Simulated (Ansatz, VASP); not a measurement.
# Cross-check of Ti3Ga between VASP and Ansatz, part 2 of 2

One calculation is typed for both programs; each brings its own data sets and cutoff. How far apart do they land?

VASP 6.6.1 and Ansatz 0.2.0.

So far: Set-up; Ansatz: single point, PBEsol.

## Step 3: VASP: single point, PBEsol

Level of this step: PBEsol; plane waves and PAW (Ti, Ga) (VASP).

The same cell, functional, mesh and smearing now go to VASP, with its own data sets and cutoff.

Lines of VASP's logs that name or quote its potential files are left out, and so is its time.

INCAR reads:

```
SYSTEM = Ti3Ga
PREC = Normal
ENCUT = 300
EDIFF = 1E-06
NELM = 120
ISMEAR = 1
SIGMA = 0.2
LREAL = .FALSE.
ALGO = Fast
GGA = PS
NBANDS = 50
LORBIT = 11
LWAVE = .TRUE.
LCHARG = .TRUE.
IDIPOL = 3
LDIPOL = .TRUE.
DIPOL = 0.5 0.5 0.498
LVHAR = .TRUE.
LVACPOTAV = .TRUE.
LELF = .TRUE.
NEDOS = 1500
```

POSCAR reads:

```
Ti3Ga
1.0
    3.9039766200      0.0000000000      0.0000000000
    0.0000000000      3.9039766200      0.0000000000
    0.0000000000      0.0000000000     25.6591193250
Ti Ga
9 3
Direct
    0.5000000000      0.0000000000      0.2922937400
    0.0000000000      0.5000000000      0.2922937400
    0.0000000000      0.0000000000      0.3753762500
    0.0000000000      0.5000000000      0.4584587500
    0.5000000000      0.0000000000      0.4584587500
    0.5000000000      0.5000000000      0.5382757278
    0.5000000000      0.0000000000      0.6222962455
    0.0000000000      0.5000000000      0.6222962455
    0.0000000000      0.0000000000      0.6995752525
    0.5000000000      0.5000000000      0.3753762500
    0.0000000000      0.0000000000      0.5394358202
    0.5000000000      0.5000000000      0.6983271701
```

KPOINTS reads:

```
Automatic mesh
0
Gamma
5 5 1
0 0 0
```

PAW data sets: Ti and Ga (PBE family, release 64).

The run is started by

```
> mpirun -np 2 vasp_std
```

Numbers of over 12 decimals in the logs are rounded to 6 here.

The log of the run:

```text
[banner, memory and clock lines left out]
running    2 mpi-ranks, on    1 nodes
 distrk:  each k-point on    2 cores,    1 groups
 distr:  one band on    1 cores,    2 groups

 POSCAR found type information on POSCAR TiGa
 POSCAR found :  2 types and      12 ions
|                                                                             |
|               ----> ADVICE to this user running VASP <----                  |
|                                                                             |
|     You enforced a specific xc type in the INCAR file but a different       |
|     [... a line on the potential file left out ...]
|     I HOPE YOU KNOW WHAT YOU ARE DOING!                                     |
|                                                                             |

 LDA part: xc-table for (Slater+PW92), standard interpolation
 POSCAR, INCAR and KPOINTS ok, starting setup
 FFT: planning ... GRIDC
 FFT: planning ... GRID_SOFT
 FFT: planning ... GRID
 WAVECAR not read
 entering main loop
       N       E                     dE             d eps       ncg     rms          rms(c)
DAV:   1     0.170813763876E+03    0.17081E+03   -0.10203E+04   600   0.458E+02
DAV:   2    -0.787553232554E+02   -0.24957E+03   -0.22681E+03   614   0.140E+02
DAV:   3    -0.992158643698E+02   -0.20461E+02   -0.19172E+02   826   0.443E+01
DAV:   4    -0.100060918697E+03   -0.84505E+00   -0.83570E+00   808   0.978E+00
DAV:   5    -0.100083833300E+03   -0.22915E-01   -0.22879E-01   880   0.138E+00    0.367E+01
RMM:   6    -0.226479902132E+03   -0.12640E+03   -0.15476E+02  1030   0.472E+01    0.461E+01
RMM:   7    -0.301774082085E+03   -0.75294E+02   -0.11122E+02  1005   0.316E+01    0.534E+01
RMM:   8    -0.124543750560E+03    0.17723E+03   -0.62594E+01   763   0.272E+01    0.411E+01
RMM:   9    -0.916378016016E+02    0.32906E+02   -0.14917E+01   613   0.149E+01    0.182E+01
RMM:  10    -0.892887881860E+02    0.23490E+01   -0.52377E+00   721   0.632E+00    0.136E+01
RMM:  11    -0.881898164278E+02    0.10990E+01   -0.42276E+00   734   0.692E+00    0.111E+01
RMM:  12    -0.865434733117E+02    0.16463E+01   -0.89119E-01   714   0.289E+00    0.824E+00
RMM:  13    -0.859083556319E+02    0.63512E+00   -0.64870E-01   709   0.219E+00    0.663E+00
RMM:  14    -0.855146010831E+02    0.39375E+00   -0.35375E-01   722   0.150E+00    0.560E+00
[...]
RMM:  28    -0.847700181988E+02   -0.10226E-03   -0.78065E-05   726   0.264E-02    0.265E-02
RMM:  29    -0.847700481115E+02   -0.29913E-04   -0.32617E-05   682   0.271E-02    0.664E-03
RMM:  30    -0.847700898598E+02   -0.41748E-04   -0.70944E-06   726   0.452E-03    0.417E-03
RMM:  31    -0.847701112630E+02   -0.21403E-04   -0.15289E-06   597   0.231E-03    0.384E-03
RMM:  32    -0.847701280838E+02   -0.16821E-04   -0.23686E-06   587   0.450E-03    0.228E-03
RMM:  33    -0.847701326343E+02   -0.45505E-05   -0.50797E-07   471   0.241E-03    0.166E-03
RMM:  34    -0.847701351541E+02   -0.25198E-05   -0.25314E-07   411   0.793E-04    0.117E-03
RMM:  35    -0.847701357718E+02   -0.61775E-06   -0.50869E-08   272   0.501E-04
|                                                                             |
|           W    W    AA    RRRRR   N    N  II  N    N   GGGG   !!!           |
|           W    W   A  A   R    R  NN   N  II  NN   N  G    G  !!!           |
|           W    W  A    A  R    R  N N  N  II  N N  N  G       !!!           |
|           W WW W  AAAAAA  RRRRR   N  N N  II  N  N N  G  GGG   !            |
|           WW  WW  A    A  R   R   N   NN  II  N   NN  G    G                |
|           W    W  A    A  R    R  N    N  II  N    N   GGGG   !!!           |
|                                                                             |
|     Did not find any points to average over, which means that no vacuum     |
|     field-free region was found. Please increase the size of  your cell     |
|     in the dimension of the dipole correction to obtain accurate            |
|     workfunction values.                                                    |
|                                                                             |

   1 F= -.84770136E+02 E0= -.84765809E+02  d E =-.129791E-01
 writing wavefunctions
```

Parts of OUTCAR (step 3):

```text
ion  position               nearest neighbor table
   1  0.500  0.000  0.292-   2 2.76   2 2.76   2 2.76   2 2.76  10 2.89  10 2.89   3 2.89   3 2.89

  LATTYP: Found a simple tetragonal cell.
 ALAT       =     3.9039766200
 C/A-ratio  =     6.5725596802

 Subroutine GETGRP returns: Found  8 space group operations
 (whereof  8 operations were pure point group operations)

The static configuration has the point symmetry C_4v.

 Found      6 irreducible k-points:

   k-points           NKPTS =      6   k-points in BZ     NKDIM =      6   number of bands    NBANDS=     50

   dimension x,y,z NGX =    18 NGY =   18 NGZ =  112
   dimension x,y,z NGXF=    36 NGYF=   36 NGZF=  224

   ENCUT  =  300.0 eV  22.05 Ry    4.70 a.u.   5.51  5.51 36.24*2*pi/ulx,y,z

   NELECT =      45.0000    total number of electrons

 k-points in reciprocal lattice and weights: Automatic mesh
   0.00000000  0.00000000  0.00000000       0.040
   0.20000000  0.00000000  0.00000000       0.160
   0.40000000  0.00000000  0.00000000       0.160
   0.20000000  0.20000000  0.00000000       0.160
   0.40000000  0.20000000  0.00000000       0.320
   0.40000000  0.40000000  0.00000000       0.160

 dipolmoment           0.000000      0.000000     -0.034444 electrons x Angstroem

 average (electrostatic) potential at core
       1 -29.8806       2 -29.8806       3 -29.6777       4 -29.6031       5 -29.6031
       6 -29.7419       7 -29.5386       8 -29.5386       9 -30.0060      10 -16.6781
      11 -16.7115      12 -16.7540

 E-fermi :  -0.4173

 k-point     1 :       0.0000    0.0000    0.0000
  band No.  band energies     occupation
    ...
     19      -1.1157      2.00001
     20      -1.1157      2.00001
     21      -0.8037      2.01981
     22      -0.4887      1.56362
     23      -0.3702      0.61305
     24      -0.1634     -0.07032
     25       0.0195     -0.00844
     26       0.0754     -0.00272
     27       0.0754     -0.00272
     28       0.5144     -0.00000
    ...

 k-point     2 :       0.2000    0.0000    0.0000
  band No.  band energies     occupation
    ...
     19      -1.0853      2.00002
     20      -0.9569      2.00092
     21      -0.7467      2.04185
     22      -0.4562      1.32187
     23      -0.3753      0.65279
     24      -0.3482      0.45211
     25      -0.2687      0.05181
     26      -0.0669     -0.03265
     27      -0.0578     -0.02903
     28       0.1707     -0.00026
    ...

 k-point     3 :       0.4000    0.0000    0.0000
  band No.  band energies     occupation
    ...
     18      -1.0139      2.00021
     19      -0.9196      2.00220
     20      -0.8153      2.01652
     21      -0.5939      2.01655
     22      -0.4268      1.07984
     23      -0.1058     -0.05005
     24      -0.0813     -0.03882
     25       0.0583     -0.00392
     26       0.0752     -0.00273
     27       0.2024     -0.00011
    ...

  Total       -7.1686845     -7.1686845     -4.2359030      0.0000000      0.0000000     -0.0000000
  in kB      -29.3693198    -29.3693198    -17.3540334      0.0000000      0.0000000     -0.0000000
  external PRESSURE =     -25.3642243 kB  Pullay stress =       0.0000000 kB

  energy-cutoff  :      300.00
  volume of cell :      391.07
      direct lattice vectors                 reciprocal lattice vectors
     3.903976620  0.000000000  0.000000000     0.256149075  0.000000000  0.000000000
     0.000000000  3.903976620  0.000000000     0.000000000  0.256149075  0.000000000
     0.000000000  0.000000000 25.659119325     0.000000000  0.000000000  0.038972499

 POSITION                                       TOTAL-FORCE (eV/Angst)
 -----------------------------------------------------------------------------------
      1.95199      0.00000      7.50000         0.000000      0.000000      0.788351
      0.00000      1.95199      7.50000         0.000000     -0.000000      0.788351
      0.00000      0.00000      9.63182         0.000000      0.000000     -0.868511
      0.00000      1.95199     11.76365        -0.000000     -0.000000     -0.177347
      1.95199      0.00000     11.76365         0.000000     -0.000000     -0.177347
      1.95199      1.95199     13.81168         0.000000     -0.000000      0.016992
      1.95199      0.00000     15.96757         0.000000     -0.000000     -0.003593
      0.00000      1.95199     15.96757         0.000000      0.000000     -0.003593
      0.00000      0.00000     17.95048         0.000000     -0.000000      0.007025
      1.95199      1.95199      9.63182         0.000000      0.000000     -0.360004
      0.00000      0.00000     13.84145         0.000000      0.000000      0.018889
      1.95199      1.95199     17.91846         0.000000      0.000000     -0.029214
 -----------------------------------------------------------------------------------
    total drift:                                0.000000      0.000000     -0.000640

  FREE ENERGIE OF THE ION-ELECTRON SYSTEM (eV)
  ---------------------------------------------------
  free  energy   TOTEN  =       -84.7701357718 eV

  energy  without entropy=      -84.7571566617  energy(sigma->0) =      -84.76580940

 vacuum level on the upper side and lower side of the slab         3.550         3.958

 total charge
# of ion       s       p       d       tot
------------------------------------------
    1        0.500   0.404   2.404   3.308
    2        0.500   0.404   2.404   3.308
    3        0.497   0.598   2.452   3.547
    4        0.525   0.586   2.487   3.598
    5        0.525   0.586   2.487   3.598
    6        0.510   0.622   2.458   3.590
    7        0.530   0.604   2.519   3.653
    8        0.530   0.604   2.519   3.653
    9        0.462   0.467   2.389   3.318
   10        1.125   1.351   0.100   2.576
   11        1.129   1.391   0.096   2.617
   12        1.180   1.228   0.076   2.484
--------------------------------------------------
tot          8.011   8.846  22.390  39.247

[... 3 further parts left out ...]
```

## Step 4: Side by side

Known differences besides the PAW data sets themselves: the data sets hold 147 valence electrons in Ansatz (default PAW (the set named soft_2) files) and 45 in VASP; the cutoff is 420 eV in Ansatz and 300 eV in VASP (PREC = Normal); Ansatz makes its cores anew for this functional, VASP keeps those of its PBE data sets; VASP leaves aspherical gradient terms in its spheres out (LASPH is not set), Ansatz keeps them. Total energies have different zeros and are not compared.

Both answers:

| quantity | Ansatz | VASP | difference |
| --- | --- | --- | --- |
| work function, lower of the two faces (eV) | 3.98 | 3.97 | +0.01 |
| work function, higher of the two faces (eV) | 4.39 | 4.38 | +0.02 |

Forces on 10 of the 12 atoms, picked by the larger force of the two programs (eV/Å; atoms numbered as in POSCAR):

| atom | Ansatz x, y, z | VASP x, y, z |
| --- | --- | --- |
| Ti1 | 0.000, 0.000, 0.749 | 0.000, 0.000, 0.788 |
| Ti2 | 0.000, 0.000, 0.749 | 0.000, 0.000, 0.788 |
| Ti3 | 0.000, 0.000, -0.848 | 0.000, 0.000, -0.869 |
| Ti4 | 0.000, 0.000, -0.190 | 0.000, 0.000, -0.177 |
| Ti5 | 0.000, 0.000, -0.190 | 0.000, 0.000, -0.177 |
| Ti6 | 0.000, 0.000, 0.054 | 0.000, 0.000, 0.017 |
| Ti7 | 0.000, 0.000, -0.058 | 0.000, 0.000, -0.004 |
| Ti8 | 0.000, 0.000, -0.058 | 0.000, 0.000, -0.004 |
| Ti9 | 0.000, 0.000, 0.163 | 0.000, 0.000, 0.007 |
| Ga10 | 0.000, 0.000, -0.349 | 0.000, 0.000, -0.360 |

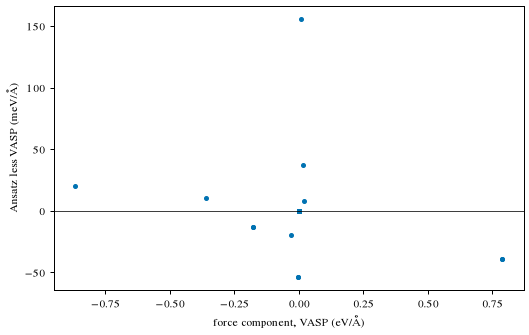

Difference of the force components against their size.

The forces differ by 32 meV/Å r.m.s., which is 12.8 % of the r.m.s. force of 0.25 eV/Å (both taken over all components).

## Step 5: What moves the difference

The difference is large enough to ask for its cause, so further runs change the set-up of one program at a time, as the table lists.

| run | r.m.s. force difference (% of the r.m.s. force) |
| --- | --- |
| as above | 13 |
| cores kept as stored, as VASP does, whose cores stay as stored | 13 |
| norm-conserving potentials (cutoff 1143 eV) | 13 |

## Step 6: Outcome

- r.m.s. force difference (single point, PBEsol): 13 % of the r.m.s. force

In words: The r.m.s. force difference is 13 % of the r.m.s. force (single point, PBEsol), beyond the 3 % picked in this series as the mark of a large difference. For single point, PBEsol: no further run halves the r.m.s. force difference; only Ansatz's side was varied. 1 further run on this material is not shown. How closely two codes agree says nothing of how well the functional describes the real material.

[Lines on the potential files, build, host, timing and source positions are cut from VASP's logs without a mark.]

[Logs are printed without paths, hosts, clocks, repeated set-up lines and the standing remarks that a program may print on its own settings, such as how far it seeks lower states.]

[Hosts, paths, dates, database ids (printed as entryN), source tags and the programs' standing remarks are cut or masked in the printed files.]
